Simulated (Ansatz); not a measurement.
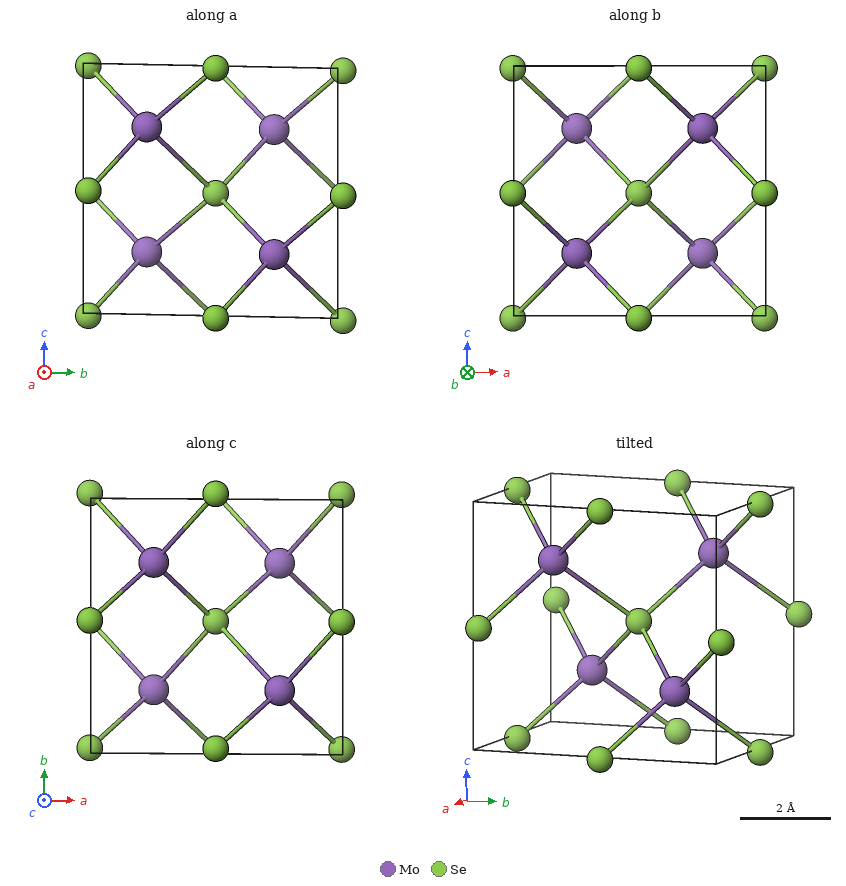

Ball-and-stick model, viewed along the a axis, along the b axis, along the c axis and slightly off an axis. Lines trace the edges of the drawn cell (a repeat of the simulation cell).

Lattice parameters: a = 5.6537 Å, b = 5.7201 Å, c = 5.6110 Å, α = 91.153°, β = 89.969°, γ = 90.377°.

### Give the structure in the form of a CIF in P1 with every atom of the cell, with free fractional coordinates to two decimals.

```cif
data_structure
_symmetry_space_group_name_H-M 'P 1'
_symmetry_Int_Tables_number 1
_cell_length_a 5.6537
_cell_length_b 5.7201
_cell_length_c 5.6110
_cell_angle_alpha 91.153
_cell_angle_beta 89.969
_cell_angle_gamma 90.377
_cell_volume 181.42
loop_
_atom_site_label
_atom_site_type_symbol
_atom_site_fract_x
_atom_site_fract_y
_atom_site_fract_z
_atom_site_occupancy
Mo1 Mo 0.25 0.25 0.25 1
Mo2 Mo 0.75 0.75 0.25 1
Mo3 Mo 0.75 0.25 0.75 1
Se1 Se 0.00 0.02 0.49 1
Mo4 Mo 0.25 0.75 0.75 1
Se2 Se 0.50 0.52 0.49 1
Se3 Se 0.50 0.02 0.99 1
Se4 Se 0.00 0.52 0.99 1
```

Origin of the cell: a structure type filled with these elements by a generator (whether the compound takes this form wasn't checked). The cell was then strained or its atoms displaced on purpose. It went into a calculation with Ansatz.

At this level of theory the run's own cell isn't at rest (forces up to 1.6 eV/Å), so its distances can differ from those at equilibrium, the more so the softer the solid.
